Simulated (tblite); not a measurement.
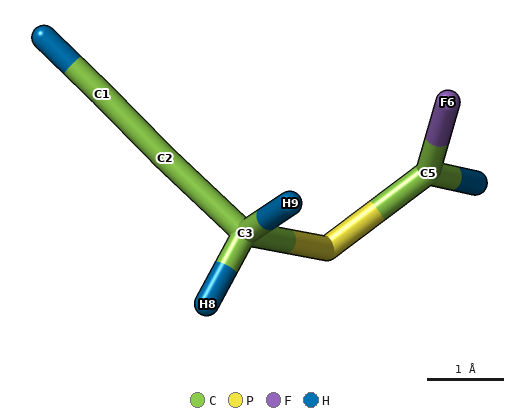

Starting structure of C4H4FP. A stick model, seen from a free direction.

All numbers below come from GFN2-xTB geometry optimisation, gas phase (tblite 0.8.0).

```xyz
10

C    -2.4088    0.3660    0.6237
C    -1.4959   -0.0439   -0.0503
C    -0.3612   -0.5748   -0.8240
P     1.0561    0.5977   -0.8803
C     2.1897    0.4982    0.3556
F     2.0641   -0.4143    1.3589
H    -3.2393    0.7248    1.2048
H    -0.7539   -0.8356   -1.8236
H    -0.0584   -1.5069   -0.2901
H     3.0166    1.1935    0.3028
```

Question: Where does the relaxation end?

Answer: F6 moves most after the best rigid fit: 0.29 Å. By element the largest moves are F 0.29 Å, H 0.24 Å, P 0.24 Å, C 0.21 Å. Near-neighbour distances that change, for instance: C3–P4 1.840 → 1.882 Å, C2–C3 1.472 → 1.444 Å, C1–H7 1.075 → 1.049 Å, C3–H9 1.116 → 1.093 Å. Among the angles between lasting bonds that change: C3–P4–C5 117.4° → 100.8°, F6–C5–H10 122.5° → 111.7°, P4–C5–H10 116.2° → 122.8°. Over 52 geometry steps the energy falls by 40.1 kJ/mol. Cost: 0.17 s on 1 thread of Arm Neoverse V2, on a shared host.

History of the run:

```csv
step,"E − E(0), kJ/mol"
0,0.00
1,-14.55
2,-20.06
3,-24.36
4,-27.78
5,-29.55
6,-30.69
7,-31.11
8,-32.03
9,-33.34
10,-35.18
12,-37.07
14,-38.15
17,-39.22
19,-39.43
21,-39.57
23,-39.71
25,-39.84
28,-39.93
30,-39.95
32,-39.98
34,-39.99
37,-40.01
39,-40.02
41,-40.04
43,-40.05
45,-40.06
48,-40.06
50,-40.07
52,-40.07
```

Final geometry:

```xyz
10

C    -2.3231    0.4022    0.6339
C    -1.4222   -0.0660   -0.0007
C    -0.3092   -0.5893   -0.7575
P     0.9681    0.7674   -1.0191
C     1.9957    0.4832    0.2686
F     1.8636   -0.5042    1.1721
H    -3.1269    0.7807    1.1908
H    -0.6587   -0.9221   -1.7401
H     0.1460   -1.4302   -0.2289
H     2.8757    1.0828    0.4585
```

The end point in the same view:

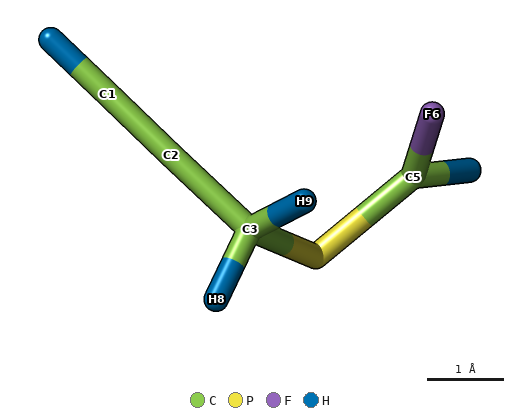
